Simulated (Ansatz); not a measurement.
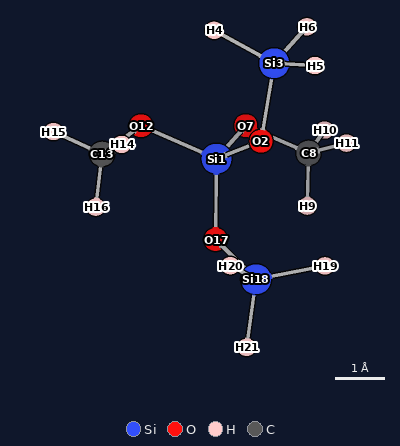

Figure 1. The starting structure (ball-and-stick view, seen at a tilt; atoms are numbered from 1 in the order of the input). Bond lengths as drawn: C–H 1.11 Å, C–O 1.45 Å, H–Si 1.44 to 1.45 Å and O–Si 1.67 to 1.70 Å.

# C₂H₁₂O₄Si₃: molecular dynamics (part 1 of 3)

- system: C₂H₁₂O₄Si₃
- method: RKS PBE0-D4/STO-3G (Ansatz 0.2.0)

It belongs to a series of runs on one base structure; here: dynamics from the start. Figures and captions count atoms from 1; the log counts them from 0 in places.

### Input file
```yaml
crystal:
  periodic: [false, false, false]
  atoms:
    - { symbol: Si, position_ang: [-0.409561, -0.222902, -0.181637] }
    - { symbol: O, position_ang: [-0.861002, -0.755552, 1.336435] }
    - { symbol: Si, position_ang: [-0.692467, 0.246753, 2.690856] }
    - { symbol: H, position_ang: [-1.49814, 1.445075, 2.573391] }
    - { symbol: H, position_ang: [-1.146041, -0.522004, 3.826135] }
    - { symbol: H, position_ang: [0.686097, 0.640319, 2.899714] }
    - { symbol: O, position_ang: [1.222591, 0.235397, -0.284629] }
    - { symbol: C, position_ang: [2.097788, -0.901206, -0.075398] }
    - { symbol: H, position_ang: [1.95666, -1.70869, -0.82392] }
    - { symbol: H, position_ang: [3.139219, -0.543001, -0.166991] }
    - { symbol: H, position_ang: [1.994073, -1.360908, 0.930638] }
    - { symbol: O, position_ang: [-1.165868, 1.223395, -0.652108] }
    - { symbol: C, position_ang: [-2.592968, 1.034825, -0.823453] }
    - { symbol: H, position_ang: [-3.116752, 0.745663, 0.112687] }
    - { symbol: H, position_ang: [-3.020487, 1.998662, -1.154353] }
    - { symbol: H, position_ang: [-2.847519, 0.276105, -1.592667] }
    - { symbol: O, position_ang: [-0.78742, -1.50578, -1.177203] }
    - { symbol: Si, position_ang: [-1.469699, -2.884709, -0.460477] }
    - { symbol: H, position_ang: [-0.587355, -3.510627, 0.501969] }
    - { symbol: H, position_ang: [-2.743531, -2.615093, 0.173069] }
    - { symbol: H, position_ang: [-1.686716, -3.808124, -1.549961] }
basis:
  gaussian: { orbitals: STO-3G }
hamiltonian:
  xc: pbe0
  dispersion: d4
md:
  timestep: 0.5
  n_steps: 150
  ensemble: nvt_nose_hoover
  temperature: 3000.0
  initial_velocities: maxwell_boltzmann
  seed: 824267
  nose_hoover: { tau: 300.0, chain_length: 5 }
```

Machine: 1 thread of Arm Neoverse V1, 24 GiB of memory available, shared host.

Command:
```bash
ansatz run input.yaml --threads 1 --pin off --max-ram 2048MiB --backend cpu --events-out ev --progress --plain --runs-dir out
```

### Output
```
Engine: ansatz 0.2.0, aarch64-unknown-linux-gnu
Functional definition: PBE0
  parameter a = 0.25
  parameter kappa = 0.804
  parameter beta = 0.06672455060314922
  exchange = (1 - a)*pbe_x(kappa = kappa, mu = beta*pi^2/3) + a*exact_x
  correlation = pbe_c(beta = beta)
999 factors; integrals over basis functions are off by at most 1.2e-5 eV
mean field evaluation 1: about -33654.8284 eV, gradient 4.3e1 eV
mean field evaluation 2: about -33655.6956 eV, gradient 4.2e1 eV
mean field evaluation 4: about -33660.8790 eV, gradient 1.6e0 eV
mean field evaluation 8: about -33660.8487 eV, gradient 4.8e-2 eV
mean field evaluation 16: about -33660.8488 eV, gradient 1.8e-5 eV
mean field -33660.84875176 eV, -1237.0133754843 hartree, gradient 1.8e-5 eV, S^2 0.000000; 0 other end points of the search recorded, 0 dependent functions left out
the calculation of the forces begins
reference -33660.84877663 eV, -1237.0133763984 hartree; 49, 49 occupied and 20, 20 virtual orbitals, 999 factors
md step     0: t =     0.00 fs  T =  3000.0 K  F+E_penalty+E_count = -33661.40197963 eV  E_kin = 7.367820 eV  conserved = -33654.03415969 eV  (24 SCF iters)
these checks for a lower state are left out or cut short: starts, cluster_reference, orbital_swaps, neighbouring_geometries, increment
999 factors; integrals over basis functions are off by at most 1.2e-5 eV
mean field -33660.74438004 eV, -1237.0095398944 hartree, gradient 1.1e-5 eV, S^2 0.000000; 0 other end points of the search recorded, 0 dependent functions left out
the calculation of the forces begins
reference -33660.74440482 eV, -1237.0095408050 hartree; 49, 49 occupied and 20, 20 virtual orbitals, 999 factors
md step     1: t =     0.50 fs  T =  2958.2 K  F+E_penalty+E_count = -33661.29780533 eV  E_kin = 7.265079 eV  conserved = -33654.03272635 eV  (28 SCF iters, 3 dispersion substeps)
[... from here on the SCF iterations and repeated set-up lines of each step are left out, up to the last step ...]
md step     2: t =     1.00 fs  T =  2841.1 K  F+E_penalty+E_count = -33661.00683041 eV  E_kin = 6.977567 eV  conserved = -33654.02926381 eV  (28 SCF iters, 3 dispersion substeps)
md step     3: t =     1.50 fs  T =  2670.4 K  F+E_penalty+E_count = -33660.58319145 eV  E_kin = 6.558318 eV  conserved = -33654.02487725 eV  (28 SCF iters, 3 dispersion substeps)
md step     4: t =     2.00 fs  T =  2473.9 K  F+E_penalty+E_count = -33660.09637781 eV  E_kin = 6.075812 eV  conserved = -33654.02057535 eV  (28 SCF iters, 3 dispersion substeps)
md step     5: t =     2.50 fs  T =  2279.3 K  F+E_penalty+E_count = -33659.61502573 eV  E_kin = 5.597886 eV  conserved = -33654.01716174 eV  (28 SCF iters, 3 dispersion substeps)
md step     6: t =     3.00 fs  T =  2108.7 K  F+E_penalty+E_count = -33659.19384961 eV  E_kin = 5.178726 eV  conserved = -33654.01516266 eV  (28 SCF iters, 3 dispersion substeps)
md step     7: t =     3.50 fs  T =  1975.0 K  F+E_penalty+E_count = -33658.86508260 eV  E_kin = 4.850398 eV  conserved = -33654.01474846 eV  (28 SCF iters, 3 dispersion substeps)
md step     8: t =     4.00 fs  T =  1881.2 K  F+E_penalty+E_count = -33658.63567596 eV  E_kin = 4.620053 eV  conserved = -33654.01571975 eV  (28 SCF iters, 3 dispersion substeps)
md step     9: t =     4.50 fs  T =  1821.2 K  F+E_penalty+E_count = -33658.49030445 eV  E_kin = 4.472804 eV  conserved = -33654.01763782 eV  (28 SCF iters, 3 dispersion substeps)
md step    10: t =     5.00 fs  T =  1782.9 K  F+E_penalty+E_count = -33658.39844363 eV  E_kin = 4.378685 eV  conserved = -33654.01994492 eV  (28 SCF iters, 3 dispersion substeps)
md step    11: t =     5.50 fs  T =  1751.6 K  F+E_penalty+E_count = -33658.32364936 eV  E_kin = 4.301908 eV  conserved = -33654.02198554 eV  (28 SCF iters, 3 dispersion substeps)
md step    12: t =     6.00 fs  T =  1714.9 K  F+E_penalty+E_count = -33658.23445062 eV  E_kin = 4.211788 eV  conserved = -33654.02297368 eV  (28 SCF iters, 3 dispersion substeps)
md step    13: t =     6.50 fs  T =  1667.4 K  F+E_penalty+E_count = -33658.11674569 eV  E_kin = 4.094962 eV  conserved = -33654.02217017 eV  (28 SCF iters, 3 dispersion substeps)
md step    14: t =     7.00 fs  T =  1614.6 K  F+E_penalty+E_count = -33657.98446313 eV  E_kin = 3.965449 eV  conserved = -33654.01948276 eV  (29 SCF iters, 3 dispersion substeps)
md step    15: t =     7.50 fs  T =  1573.3 K  F+E_penalty+E_count = -33657.87946023 eV  E_kin = 3.863832 eV  conserved = -33654.01618707 eV  (29 SCF iters, 3 dispersion substeps)
md step    16: t =     8.00 fs  T =  1562.5 K  F+E_penalty+E_count = -33657.85138452 eV  E_kin = 3.837446 eV  conserved = -33654.01459626 eV  (29 SCF iters, 3 dispersion substeps)
md step    17: t =     8.50 fs  T =  1591.4 K  F+E_penalty+E_count = -33657.92385611 eV  E_kin = 3.908485 eV  conserved = -33654.01613929 eV  (25 SCF iters, 3 dispersion substeps)
md step    18: t =     9.00 fs  T =  1651.2 K  F+E_penalty+E_count = -33658.07415849 eV  E_kin = 4.055201 eV  conserved = -33654.01984884 eV  (29 SCF iters, 3 dispersion substeps)
md step    19: t =     9.50 fs  T =  1720.1 K  F+E_penalty+E_count = -33658.24686293 eV  E_kin = 4.224549 eV  conserved = -33654.02334442 eV  (29 SCF iters, 3 dispersion substeps)
md step    20: t =    10.00 fs  T =  1776.9 K  F+E_penalty+E_count = -33658.38789630 eV  E_kin = 4.364051 eV  conserved = -33654.02502947 eV  (29 SCF iters, 3 dispersion substeps)
md step    21: t =    10.50 fs  T =  1810.2 K  F+E_penalty+E_count = -33658.46912474 eV  E_kin = 4.445666 eV  conserved = -33654.02481075 eV  (29 SCF iters, 3 dispersion substeps)
md step    22: t =    11.00 fs  T =  1819.7 K  F+E_penalty+E_count = -33658.49111888 eV  E_kin = 4.469117 eV  conserved = -33654.02353395 eV  (30 SCF iters, 3 dispersion substeps)
md step    23: t =    11.50 fs  T =  1812.4 K  F+E_penalty+E_count = -33658.47161783 eV  E_kin = 4.451241 eV  conserved = -33654.02209843 eV  (29 SCF iters, 3 dispersion substeps)
md step    24: t =    12.00 fs  T =  1796.9 K  F+E_penalty+E_count = -33658.43220723 eV  E_kin = 4.413137 eV  conserved = -33654.02098963 eV  (29 SCF iters, 3 dispersion substeps)
md step    25: t =    12.50 fs  T =  1780.3 K  F+E_penalty+E_count = -33658.39037543 eV  E_kin = 4.372206 eV  conserved = -33654.02029528 eV  (28 SCF iters, 3 dispersion substeps)
md step    26: t =    13.00 fs  T =  1767.2 K  F+E_penalty+E_count = -33658.35771490 eV  E_kin = 4.340207 eV  conserved = -33654.01984808 eV  (28 SCF iters, 3 dispersion substeps)
md step    27: t =    13.50 fs  T =  1761.0 K  F+E_penalty+E_count = -33658.34180704 eV  E_kin = 4.324862 eV  conserved = -33654.01950810 eV  (29 SCF iters, 3 dispersion substeps)
md step    28: t =    14.00 fs  T =  1763.7 K  F+E_penalty+E_count = -33658.34807204 eV  E_kin = 4.331556 eV  conserved = -33654.01931251 eV  (30 SCF iters, 3 dispersion substeps)
md step    29: t =    14.50 fs  T =  1776.4 K  F+E_penalty+E_count = -33658.37913771 eV  E_kin = 4.362678 eV  conserved = -33654.01950013 eV  (30 SCF iters, 3 dispersion substeps)
md step    30: t =    15.00 fs  T =  1797.5 K  F+E_penalty+E_count = -33658.43148936 eV  E_kin = 4.414444 eV  conserved = -33654.02034134 eV  (30 SCF iters, 3 dispersion substeps)
md step    31: t =    15.50 fs  T =  1821.6 K  F+E_penalty+E_count = -33658.49206495 eV  E_kin = 4.473828 eV  conserved = -33654.02180291 eV  (30 SCF iters, 3 dispersion substeps)
md step    32: t =    16.00 fs  T =  1840.4 K  F+E_penalty+E_count = -33658.53948104 eV  E_kin = 4.520034 eV  conserved = -33654.02329486 eV  (29 SCF iters, 3 dispersion substeps)
md step    33: t =    16.50 fs  T =  1845.9 K  F+E_penalty+E_count = -33658.55318915 eV  E_kin = 4.533501 eV  conserved = -33654.02383002 eV  (29 SCF iters, 3 dispersion substeps)
md step    34: t =    17.00 fs  T =  1836.1 K  F+E_penalty+E_count = -33658.52767291 eV  E_kin = 4.509352 eV  conserved = -33654.02276593 eV  (29 SCF iters, 3 dispersion substeps)
md step    35: t =    17.50 fs  T =  1817.9 K  F+E_penalty+E_count = -33658.48067394 eV  E_kin = 4.464746 eV  conserved = -33654.02068378 eV  (27 SCF iters, 3 dispersion substeps)
md step    36: t =    18.00 fs  T =  1803.5 K  F+E_penalty+E_count = -33658.44359294 eV  E_kin = 4.429378 eV  conserved = -33654.01928905 eV  (29 SCF iters, 3 dispersion substeps)
md step    37: t =    18.50 fs  T =  1800.5 K  F+E_penalty+E_count = -33658.43658027 eV  E_kin = 4.422036 eV  conserved = -33654.01994404 eV  (29 SCF iters, 3 dispersion substeps)
md step    38: t =    19.00 fs  T =  1804.8 K  F+E_penalty+E_count = -33658.44907062 eV  E_kin = 4.432422 eV  conserved = -33654.02238403 eV  (29 SCF iters, 3 dispersion substeps)
md step    39: t =    19.50 fs  T =  1801.6 K  F+E_penalty+E_count = -33658.44352556 eV  E_kin = 4.424506 eV  conserved = -33654.02510100 eV  (29 SCF iters, 3 dispersion substeps)
md step    40: t =    20.00 fs  T =  1774.2 K  F+E_penalty+E_count = -33658.37756094 eV  E_kin = 4.357381 eV  conserved = -33654.02661469 eV  (28 SCF iters, 3 dispersion substeps)
md step    41: t =    20.50 fs  T =  1713.0 K  F+E_penalty+E_count = -33658.22651368 eV  E_kin = 4.207035 eV  conserved = -33654.02626717 eV  (28 SCF iters, 3 dispersion substeps)
md step    42: t =    21.00 fs  T =  1619.3 K  F+E_penalty+E_count = -33657.99412587 eV  E_kin = 3.976979 eV  conserved = -33654.02428293 eV  (29 SCF iters, 3 dispersion substeps)
md step    43: t =    21.50 fs  T =  1504.9 K  F+E_penalty+E_count = -33657.70979174 eV  E_kin = 3.695858 eV  conserved = -33654.02140604 eV  (28 SCF iters, 3 dispersion substeps)
md step    44: t =    22.00 fs  T =  1387.2 K  F+E_penalty+E_count = -33657.41752314 eV  E_kin = 3.406859 eV  conserved = -33654.01845766 eV  (28 SCF iters, 3 dispersion substeps)
md step    45: t =    22.50 fs  T =  1284.8 K  F+E_penalty+E_count = -33657.16327658 eV  E_kin = 3.155339 eV  conserved = -33654.01603737 eV  (28 SCF iters, 3 dispersion substeps)
md step    46: t =    23.00 fs  T =  1213.0 K  F+E_penalty+E_count = -33656.98515569 eV  E_kin = 2.979039 eV  conserved = -33654.01451200 eV  (29 SCF iters, 3 dispersion substeps)
md step    47: t =    23.50 fs  T =  1181.6 K  F+E_penalty+E_count = -33656.90736949 eV  E_kin = 2.902004 eV  conserved = -33654.01405523 eV  (28 SCF iters, 3 dispersion substeps)
md step    48: t =    24.00 fs  T =  1193.6 K  F+E_penalty+E_count = -33656.93707513 eV  E_kin = 2.931298 eV  conserved = -33654.01476794 eV  (28 SCF iters, 3 dispersion substeps)
md step    49: t =    24.50 fs  T =  1244.2 K  F+E_penalty+E_count = -33657.06302580 eV  E_kin = 3.055727 eV  conserved = -33654.01660875 eV  (29 SCF iters, 3 dispersion substeps)
md step    50: t =    25.00 fs  T =  1322.1 K  F+E_penalty+E_count = -33657.25663331 eV  E_kin = 3.246989 eV  conserved = -33654.01929989 eV  (29 SCF iters, 3 dispersion substeps)
md step    51: t =    25.50 fs  T =  1410.7 K  F+E_penalty+E_count = -33657.47678904 eV  E_kin = 3.464573 eV  conserved = -33654.02225150 eV  (30 SCF iters, 3 dispersion substeps)
md step    52: t =    26.00 fs  T =  1492.4 K  F+E_penalty+E_count = -33657.67939883 eV  E_kin = 3.665243 eV  conserved = -33654.02460430 eV  (30 SCF iters, 3 dispersion substeps)
md step    53: t =    26.50 fs  T =  1553.9 K  F+E_penalty+E_count = -33657.83076946 eV  E_kin = 3.816219 eV  conserved = -33654.02544286 eV  (29 SCF iters, 3 dispersion substeps)
md step    54: t =    27.00 fs  T =  1591.4 K  F+E_penalty+E_count = -33657.92119963 eV  E_kin = 3.908292 eV  conserved = -33654.02426943 eV  (27 SCF iters, 3 dispersion substeps)
md step    55: t =    27.50 fs  T =  1613.3 K  F+E_penalty+E_count = -33657.97170769 eV  E_kin = 3.962047 eV  conserved = -33654.02151067 eV  (30 SCF iters, 3 dispersion substeps)
md step    56: t =    28.00 fs  T =  1636.7 K  F+E_penalty+E_count = -33658.02612684 eV  E_kin = 4.019707 eV  conserved = -33654.01877532 eV  (29 SCF iters, 3 dispersion substeps)
md step    57: t =    28.50 fs  T =  1678.1 K  F+E_penalty+E_count = -33658.12648955 eV  E_kin = 4.121338 eV  conserved = -33654.01803310 eV  (30 SCF iters, 3 dispersion substeps)
md step    58: t =    29.00 fs  T =  1741.6 K  F+E_penalty+E_count = -33658.28390808 eV  E_kin = 4.277206 eV  conserved = -33654.02013711 eV  (28 SCF iters, 3 dispersion substeps)
md step    59: t =    29.50 fs  T =  1814.5 K  F+E_penalty+E_count = -33658.46621456 eV  E_kin = 4.456197 eV  conserved = -33654.02403703 eV  (30 SCF iters, 3 dispersion substeps)
md step    60: t =    30.00 fs  T =  1873.2 K  F+E_penalty+E_count = -33658.61335291 eV  E_kin = 4.600395 eV  conserved = -33654.02759466 eV  (29 SCF iters, 3 dispersion substeps)
md step    61: t =    30.50 fs  T =  1895.5 K  F+E_penalty+E_count = -33658.66904859 eV  E_kin = 4.655199 eV  conserved = -33654.02912627 eV  (30 SCF iters, 3 dispersion substeps)
md step    62: t =    31.00 fs  T =  1870.7 K  F+E_penalty+E_count = -33658.60665209 eV  E_kin = 4.594334 eV  conserved = -33654.02824466 eV  (29 SCF iters, 3 dispersion substeps)
md step    63: t =    31.50 fs  T =  1802.6 K  F+E_penalty+E_count = -33658.43624216 eV  E_kin = 4.427174 eV  conserved = -33654.02563757 eV  (28 SCF iters, 3 dispersion substeps)
md step    64: t =    32.00 fs  T =  1706.2 K  F+E_penalty+E_count = -33658.19540703 eV  E_kin = 4.190255 eV  conserved = -33654.02234542 eV  (28 SCF iters, 3 dispersion substeps)
md step    65: t =    32.50 fs  T =  1601.2 K  F+E_penalty+E_count = -33657.93381678 eV  E_kin = 3.932383 eV  conserved = -33654.01922557 eV  (29 SCF iters, 3 dispersion substeps)
md step    66: t =    33.00 fs  T =  1507.1 K  F+E_penalty+E_count = -33657.69975963 eV  E_kin = 3.701308 eV  conserved = -33654.01681476 eV  (29 SCF iters, 3 dispersion substeps)
md step    67: t =    33.50 fs  T =  1439.3 K  F+E_penalty+E_count = -33657.53136232 eV  E_kin = 3.534934 eV  conserved = -33654.01534367 eV  (28 SCF iters, 3 dispersion substeps)
md step    68: t =    34.00 fs  T =  1407.4 K  F+E_penalty+E_count = -33657.45204649 eV  E_kin = 3.456572 eV  conserved = -33654.01493394 eV  (28 SCF iters, 3 dispersion substeps)
md step    69: t =    34.50 fs  T =  1414.1 K  F+E_penalty+E_count = -33657.46854363 eV  E_kin = 3.472972 eV  conserved = -33654.01558013 eV  (28 SCF iters, 3 dispersion substeps)
md step    70: t =    35.00 fs  T =  1455.4 K  F+E_penalty+E_count = -33657.57103643 eV  E_kin = 3.574470 eV  conserved = -33654.01714350 eV  (28 SCF iters, 3 dispersion substeps)
md step    71: t =    35.50 fs  T =  1521.8 K  F+E_penalty+E_count = -33657.73552915 eV  E_kin = 3.737392 eV  conserved = -33654.01931546 eV  (28 SCF iters, 3 dispersion substeps)
md step    72: t =    36.00 fs  T =  1599.9 K  F+E_penalty+E_count = -33657.92899461 eV  E_kin = 3.929192 eV  conserved = -33654.02162184 eV  (28 SCF iters, 3 dispersion substeps)
md step    73: t =    36.50 fs  T =  1676.1 K  F+E_penalty+E_count = -33658.11723610 eV  E_kin = 4.116335 eV  conserved = -33654.02340320 eV  (26 SCF iters, 3 dispersion substeps)
md step    74: t =    37.00 fs  T =  1740.1 K  F+E_penalty+E_count = -33658.27457197 eV  E_kin = 4.273659 eV  conserved = -33654.02413698 eV  (28 SCF iters, 3 dispersion substeps)
md step    75: t =    37.50 fs  T =  1788.5 K  F+E_penalty+E_count = -33658.39196803 eV  E_kin = 4.392365 eV  conserved = -33654.02358380 eV  (28 SCF iters, 3 dispersion substeps)
md step    76: t =    38.00 fs  T =  1825.3 K  F+E_penalty+E_count = -33658.48013356 eV  E_kin = 4.482849 eV  conserved = -33654.02205059 eV  (27 SCF iters, 3 dispersion substeps)
md step    77: t =    38.50 fs  T =  1860.6 K  F+E_penalty+E_count = -33658.56424615 eV  E_kin = 4.569410 eV  conserved = -33654.02041318 eV  (27 SCF iters, 3 dispersion substeps)
md step    78: t =    39.00 fs  T =  1904.3 K  F+E_penalty+E_count = -33658.67022763 eV  E_kin = 4.676846 eV  conserved = -33654.01979632 eV  (27 SCF iters, 3 dispersion substeps)
md step    79: t =    39.50 fs  T =  1960.1 K  F+E_penalty+E_count = -33658.80764477 eV  E_kin = 4.813982 eV  conserved = -33654.02094707 eV  (27 SCF iters, 3 dispersion substeps)
md step    80: t =    40.00 fs  T =  2021.3 K  F+E_penalty+E_count = -33658.95947135 eV  E_kin = 4.964281 eV  conserved = -33654.02338109 eV  (28 SCF iters, 3 dispersion substeps)
md step    81: t =    40.50 fs  T =  2073.5 K  F+E_penalty+E_count = -33659.08904892 eV  E_kin = 5.092479 eV  conserved = -33654.02570152 eV  (28 SCF iters, 3 dispersion substeps)
md step    82: t =    41.00 fs  T =  2102.6 K  F+E_penalty+E_count = -33659.16040790 eV  E_kin = 5.163751 eV  conserved = -33654.02675662 eV  (28 SCF iters, 3 dispersion substeps)
md step    83: t =    41.50 fs  T =  2101.1 K  F+E_penalty+E_count = -33659.15555651 eV  E_kin = 5.160241 eV  conserved = -33654.02639909 eV  (28 SCF iters, 3 dispersion substeps)
```
